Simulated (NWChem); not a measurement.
# BI3 (boron triiodide) at 6 levels

We compute a comparison of 6 runs (PBE/def2-SVP, B3LYP/def2-SVP, BLYP/def2-SVP, PBE0/def2-SVP, SVWN5/def2-SVP, revPBE/def2-SVP) of BI3 (boron triiodide). 

Program for the calculation: NWChem 7.3.0.

### 1 The molecule

BI3: 4 atoms, total charge 0, spin state singlet. SMILES: `IB(I)I`. Geometry: relaxed at PBE0-D4/def2-TZVP.

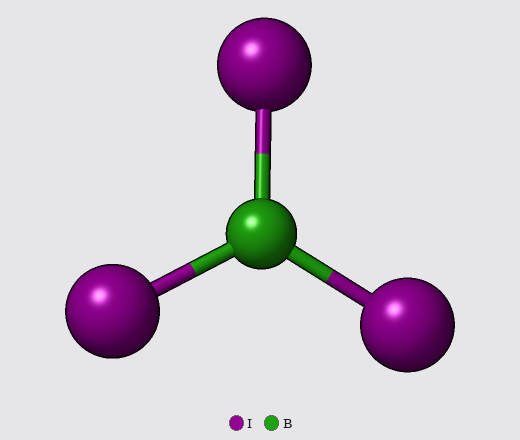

Viewed from a chosen angle; iodine purple, boron green.

### 2 Energy and forces at PBE/def2-SVP (core potential) (run 1)

Contents of test.xyz:

```xyz
4
BI3 PBE
I     -1.308500    -0.295200     1.615600
B      0.013900    -0.015100    -0.005100
I      1.876800    -1.006300    -0.030300
I     -0.526500     1.256300    -1.600500
```

Contents of test.nw:

```
start test
title "BI3 PBE"
memory stack 880 mb heap 220 mb global 1100 mb
geometry units angstroms noautosym nocenter noautoz
  load format xyz test.xyz
end
basis spherical bse
  * library def2-SVP
end
ecp bse
  I library def2-SVP
end
dft
  xc xpbe96 cpbe96
  grid fine
  convergence energy 1e-08
  iterations 100
  mulliken
  print low
end
task dft gradient
```

Launch:

```
$ nwchem test.nw > test.out
```

What it wrote:

```text
[...]
 d= 0,ls=0.0,diis     1   -917.8152249775 -1.28D+03  2.66D-02  6.70D-01     2.7
[...]
 d= 0,ls=0.0,diis    10   -917.9327212875 -8.18D-09  3.19D-07  3.50D-10    20.8
         Total DFT energy =     -917.932721287543
      One electron energy =    -2316.243088128967
           Coulomb energy =     1103.519793794564
    Exchange-Corr. energy =      -70.684389678483
 Nuclear repulsion energy =      365.474962725343
[...]
      Total Density - Mulliken Population Analysis
     ---------------------------------------------
    Atom       Charge   Shell Charges
 -----------   ------   -------------------------------------------------------
    1 I   25    24.93   0.22  1.83  1.37  0.51  3.11  2.94  2.63  2.27  9.79  0.25
    2 B    5     5.21   1.99  0.93  0.11  1.49  0.62  0.07
    3 I   25    24.93   0.22  1.83  1.37  0.51  3.11  2.94  2.63  2.27  9.79  0.25
    4 I   25    24.93   0.22  1.83  1.37  0.51  3.11  2.94  2.63  2.27  9.79  0.25
[...]
                         DFT ENERGY GRADIENTS
    atom               coordinates                        gradient
                 x          y          z           x          y          z
   1 I      -2.472706  -0.557847   3.053041    0.005350   0.001130  -0.006549
   2 B       0.026267  -0.028535  -0.009638    0.000016  -0.000011  -0.000004
   3 I       3.546638  -1.901631  -0.057259   -0.007555   0.004022   0.000101
   4 I      -0.994941   2.374063  -3.024506    0.002189  -0.005141   0.006451
 Task  times  cpu:       25.4s     wall:       25.4s
 Total times  cpu:       25.5s     wall:       25.5s
```

Wall time 26 s (1 thread of AMD EPYC 7B13 (Zen 3), shared host); peak memory 0.13 GiB.

### 3 Energy and forces at B3LYP/def2-SVP (core potential) (run 2)

Contents of run.py:

```python
from ase import Atoms
from ase.calculators.nwchem import NWChem

molecule = Atoms(['I', 'B', 'I', 'I'], positions=[
    [-1.308500, -0.295200, 1.615600],
    [0.013900, -0.015100, -0.005100],
    [1.876800, -1.006300, -0.030300],
    [-0.526500, 1.256300, -1.600500],
])

calc = NWChem(
    label='struct',
    theory='dft',
    memory='2200 mb',
    basis='def2-SVP',
    basispar='spherical bse',
    dft={'xc': 'b3lyp', 'mult': '1', 'grid': 'fine', 'convergence': 'energy 1e-08', 'iterations': '100', 'mulliken': None},
    **{'ecp bse': {'I library': 'def2-SVP'}},
)
molecule.calc = calc

forces = molecule.get_forces()
print("Total energy (eV):", round(molecule.get_potential_energy(), 6))
print("forces (eV/A):")
for s, f in zip(molecule.symbols, forces):
    print(f"{s:2s} {f[0]:10.5f} {f[1]:10.5f} {f[2]:10.5f}")
print("dipole (e A):", molecule.get_dipole_moment().round(4))
```

Launch:

```
$ export ASE_NWCHEM_COMMAND="nwchem PREFIX.nwi > PREFIX.nwo"
$ python run.py
```

What it wrote:

```text
Total energy (eV): -24987.822245
forces (eV/A):
I    -0.31465   -0.06659    0.38541
B    -0.00087    0.00051    0.00036
I     0.44449   -0.23654   -0.00617
I    -0.12892    0.30262   -0.37960
dipole (e A): [ 0.0001 -0.     -0.    ]
```

The calculator wrote struct.nwi:

```
title "struct"

permanent_dir struct

scratch_dir struct

start struct

geometry units angstrom nocenter noautosym noautoz
  I  -1.3085000000000000e+00 -2.9520000000000002e-01 1.6155999999999999e+00
  B  1.3899999999999999e-02 -1.5100000000000001e-02 -5.1000000000000004e-03
  I  1.8768000000000000e+00 -1.0063000000000000e+00 -3.0300000000000001e-02
  I  -5.2649999999999997e-01 1.2563000000000000e+00 -1.6005000000000000e+00
end

memory 2200 mb

basis spherical bse noprint
   * library def2-SVP
end

dft
  xc b3lyp
  mult 1
  grid fine
  convergence energy 1e-08
  iterations 100
  mulliken
end
ecp bse
  I library def2-SVP
end

task dft gradient
```

struct.nwo:

```text
Northwest Computational Chemistry Package (NWChem) 7.3.0
             --------------------------------------------------------

           Job information
           ---------------

    nwchem branch   = 7.3.0
    use scalapack   = T
    input           = struct.nwi
    prefix          = struct.
    data base       = struct/struct.db
    status          = startup
    nproc           =        1

           Memory information
           ------------------

    heap     =     72089596 doubles =      550.0 Mbytes
    stack    =     72089601 doubles =      550.0 Mbytes
    global   =    144179200 doubles =     1100.0 Mbytes (distinct from heap & stack)
    total    =    288358397 doubles =     2200.0 Mbytes
    verify   = yes
    hardfail = no

[... 94 lines left out ...]
  convergence criterion.
[... 39 lines left out ...]
          Spatial weights used:  Erf1
[... 71 lines left out ...]
         Total DFT energy =     -918.285537643885
[... 3 lines left out ...]
 Nuclear repulsion energy =      365.474962725342
[... 718 lines left out ...]
          Convergence on gradient requested:  5.00D-04
[... 26 lines left out ...]
          total energy or number of iterations.
[... 26 lines left out ...]
                         DFT ENERGY GRADIENTS

    atom               coordinates                        gradient
                 x          y          z           x          y          z
   1 I      -2.472706  -0.557847   3.053041    0.006119   0.001295  -0.007495
   2 B       0.026267  -0.028535  -0.009638    0.000017  -0.000010  -0.000007
   3 I       3.546638  -1.901631  -0.057259   -0.008644   0.004600   0.000120
   4 I      -0.994941   2.374063  -3.024506    0.002507  -0.005885   0.007382

                 ----------------------------------------
                 |  Time  |  1-e(secs)   |  2-e(secs)   |
                 ----------------------------------------
                 |  CPU   |       0.14   |       3.29   |
                 ----------------------------------------
                 |  WALL  |       0.14   |       3.29   |
                 ----------------------------------------

 Task  times  cpu:       20.0s     wall:       20.0s
 Total times  cpu:       20.0s     wall:       20.0s
```

Wall time 21 s (1 thread of AMD EPYC 7B13 (Zen 3), shared host); peak memory 0.13 GiB.

### 4 Energy and forces at BLYP/def2-SVP (core potential) (run 3)

Contents of run.py:

```python
from ase import Atoms
from ase.calculators.nwchem import NWChem

atoms = Atoms(['I', 'B', 'I', 'I'], positions=[
    [-1.308500, -0.295200, 1.615600],
    [0.013900, -0.015100, -0.005100],
    [1.876800, -1.006300, -0.030300],
    [-0.526500, 1.256300, -1.600500],
])

calc = NWChem(
    label='bi3',
    theory='dft',
    memory='2200 mb',
    basis='def2-SVP',
    basispar='spherical bse',
    dft={'xc': 'becke88 lyp', 'mult': '1', 'grid': 'fine', 'convergence': 'energy 1e-08', 'iterations': '100', 'mulliken': None},
    **{'ecp bse': {'I library': 'def2-SVP'}},
)
atoms.calc = calc

forces = atoms.get_forces()
print("Total energy (eV):", round(atoms.get_potential_energy(), 6))
print("forces (eV/A):")
for s, f in zip(atoms.symbols, forces):
    print(f"{s:2s} {f[0]:10.5f} {f[1]:10.5f} {f[2]:10.5f}")
print("dipole (e A):", atoms.get_dipole_moment().round(4))
```

Launch:

```
$ export ASE_NWCHEM_COMMAND="nwchem PREFIX.nwi > PREFIX.nwo"
$ python run.py
```

What it wrote:

```text
Total energy (eV): -24975.169499
forces (eV/A):
I    -0.49643   -0.10511    0.60822
B    -0.00098    0.00051    0.00041
I     0.70073   -0.37281   -0.00967
I    -0.20327    0.47740   -0.59896
dipole (e A): [ 0. -0. -0.]
```

The calculator wrote bi3.nwi:

```
title "bi3"

permanent_dir bi3

scratch_dir bi3

start bi3

geometry units angstrom nocenter noautosym noautoz
  I  -1.3085000000000000e+00 -2.9520000000000002e-01 1.6155999999999999e+00
  B  1.3899999999999999e-02 -1.5100000000000001e-02 -5.1000000000000004e-03
  I  1.8768000000000000e+00 -1.0063000000000000e+00 -3.0300000000000001e-02
  I  -5.2649999999999997e-01 1.2563000000000000e+00 -1.6005000000000000e+00
end

memory 2200 mb

basis spherical bse noprint
   * library def2-SVP
end

dft
  xc becke88 lyp
  mult 1
  grid fine
  convergence energy 1e-08
  iterations 100
  mulliken
end
ecp bse
  I library def2-SVP
end

task dft gradient
```

bi3.nwo:

```text
Northwest Computational Chemistry Package (NWChem) 7.3.0
             --------------------------------------------------------

           Job information
           ---------------

    nwchem branch   = 7.3.0
    use scalapack   = T
    input           = bi3.nwi
    prefix          = bi3.
    data base       = bi3/bi3.db
    status          = startup
    nproc           =        1

           Memory information
           ------------------

    heap     =     72089594 doubles =      550.0 Mbytes
    stack    =     72089599 doubles =      550.0 Mbytes
    global   =    144179200 doubles =     1100.0 Mbytes (distinct from heap & stack)
    total    =    288358393 doubles =     2200.0 Mbytes
    verify   = yes
    hardfail = no

[... 94 lines left out ...]
  convergence criterion.
[... 35 lines left out ...]
          Spatial weights used:  Erf1
[... 73 lines left out ...]
         Total DFT energy =     -917.820557774184
[... 3 lines left out ...]
 Nuclear repulsion energy =      365.474962725342
[... 720 lines left out ...]
          Convergence on gradient requested:  5.00D-04
[... 22 lines left out ...]
          total energy or number of iterations.
[... 26 lines left out ...]
                         DFT ENERGY GRADIENTS

    atom               coordinates                        gradient
                 x          y          z           x          y          z
   1 I      -2.472706  -0.557847   3.053041    0.009654   0.002044  -0.011828
   2 B       0.026267  -0.028535  -0.009638    0.000019  -0.000010  -0.000008
   3 I       3.546638  -1.901631  -0.057259   -0.013627   0.007250   0.000188
   4 I      -0.994941   2.374063  -3.024506    0.003953  -0.009284   0.011648

                 ----------------------------------------
                 |  Time  |  1-e(secs)   |  2-e(secs)   |
                 ----------------------------------------
                 |  CPU   |       0.14   |       3.31   |
                 ----------------------------------------
                 |  WALL  |       0.14   |       3.31   |
                 ----------------------------------------

 Task  times  cpu:       23.6s     wall:       23.6s
 Total times  cpu:       23.7s     wall:       23.7s
```

Run time: 25 s. Hardware: 1 thread of AMD EPYC 7B13 (Zen 3), shared host; peak memory 0.13 GiB.

Runs 4 to 5 aren't shown in full; the table further down has their settings and results.

### 5 Energy and forces at revPBE/def2-SVP (core potential) (run 6)

Contents of nw.nw:

```
start nw
title "BI3"
memory stack 880 mb heap 220 mb global 1100 mb

geometry units angstrom noautosym nocenter noautoz
I     -1.308500    -0.295200     1.615600
B      0.013900    -0.015100    -0.005100
I      1.876800    -1.006300    -0.030300
I     -0.526500     1.256300    -1.600500
end

basis spherical bse
I library def2-SVP
B library def2-SVP
end

ecp bse
I library def2-SVP
end

dft
xc revpbe cpbe96
grid fine
convergence energy 1e-08
maxiter 100
mulliken
end

task dft gradient
```

Launch:

```
$ nwchem nw.nw > nw.out
```

What it wrote:

```text
[...]
          Wavefunction type:  closed shell.
          No. of atoms     :     4
          No. of electrons :    80
[...]
          Charge           :     0
          Spin multiplicity:     1
[...]
          AO basis - number of functions:    92
[...]
              XC Information
              --------------
                        RevPBE Exchange Functional  1.000
            Perdew 1991 LDA Correlation Functional  1.000 local
           PerdewBurkeErnz. Correlation Functional  1.000 non-local
[...]
 d= 0,ls=0.0,diis     1   -918.0083603640 -1.28D+03  2.61D-02  6.64D-01     2.7
[...]
 d= 0,ls=0.0,diis    10   -918.1231344827 -6.95D-09  2.86D-07  2.87D-10    19.1
         Total DFT energy =     -918.123134482652
      One electron energy =    -2316.349246958365
           Coulomb energy =     1103.637924272175
    Exchange-Corr. energy =      -70.886774521805
 Nuclear repulsion energy =      365.474962725343
[...]
      Total Density - Mulliken Population Analysis
     ---------------------------------------------
    Atom       Charge   Shell Charges
 -----------   ------   -------------------------------------------------------
    1 I   25    24.94   0.22  1.83  1.37  0.53  3.11  2.94  2.64  2.27  9.79  0.25
    2 B    5     5.18   1.99  0.94  0.11  1.48  0.60  0.07
    3 I   25    24.94   0.22  1.83  1.37  0.53  3.11  2.94  2.64  2.27  9.79  0.25
    4 I   25    24.94   0.22  1.83  1.37  0.53  3.11  2.94  2.64  2.27  9.79  0.25
[...]
  wavefunction    = closed shell
                         DFT ENERGY GRADIENTS
    atom               coordinates                        gradient
                 x          y          z           x          y          z
   1 I      -2.472706  -0.557847   3.053041    0.007250   0.001532  -0.008877
   2 B       0.026267  -0.028535  -0.009638    0.000016  -0.000011  -0.000003
   3 I       3.546638  -1.901631  -0.057259   -0.010231   0.005446   0.000137
   4 I      -0.994941   2.374063  -3.024506    0.002965  -0.006967   0.008743
[...]
```

Run time: 25 s. Hardware: 1 thread of AMD EPYC 7B13 (Zen 3), shared host; peak memory 0.13 GiB.

### 6 Overview of the runs

```tsv
run	level	energy (Eh)	largest force (eV/Å)	wall time
1	PBE/def2-SVP (core potential)	-917.932721	0.440	26 s
2	B3LYP/def2-SVP (core potential)	-918.285538	0.504	21 s
3	BLYP/def2-SVP (core potential)	-917.820558	0.794	25 s
4	PBE0/def2-SVP (core potential)	-918.013698	0.181	21 s
5	SVWN5/def2-SVP (core potential)	-916.513443	0.017	17 s
6	revPBE/def2-SVP (core potential)	-918.123134	0.596	25 s
```

### 7 Summary of results

| quantity | value |
| --- | --- |
| run 6: total energy | -918.12313 Eh |
| run 6: dipole moment | 0.00 D |
| run 6: HOMO energy | -6.11 eV |
| run 6: LUMO energy | -3.06 eV |
| run 6: HOMO–LUMO gap | 3.05 eV |
| run 6: largest force on an atom | 0.596 eV/Å |

What this shows: Over runs 2, 3, 4, 5, 6 the HOMO–LUMO gap runs from 2.96 eV (SVWN5/def2-SVP) to 4.86 eV (PBE0/def2-SVP). Totals of different functionals can't be ranked against each other. All runs together took 2.2 min, the longest 26 s.
